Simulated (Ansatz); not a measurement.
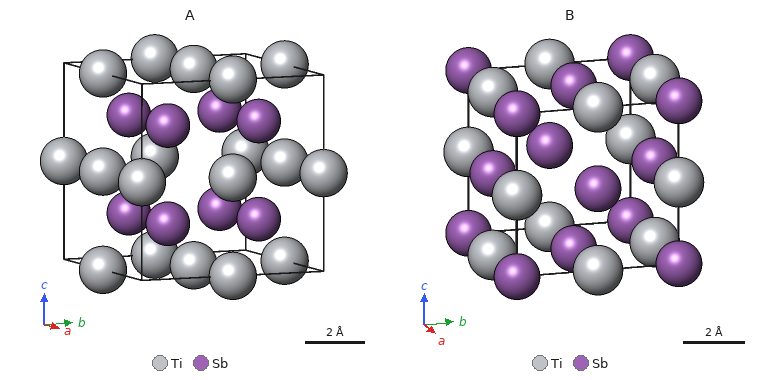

Two structures of Ti3Sb4, each relaxed to rest (conventional cells in solid outline, small ones repeated, not to one scale). Method: DFT PBE, scalar-relativistic, plane waves, PAW in Ansatz, without spin polarisation.

Question: Which two forms are compared?

Answer: A: 14 atoms a cell on a body-centred cubic lattice, Im-3m. B: 7 atoms a cell on a primitive cubic lattice, Pm-3m.

Question: Which polymorph is favoured?

Answer: B is lower, by 131 meV/atom at this level of theory (energies at zero smearing). Volumes: A 22.5, B 24.3 Å³/atom.

One or both may be structure types tried for this composition rather than known phases.
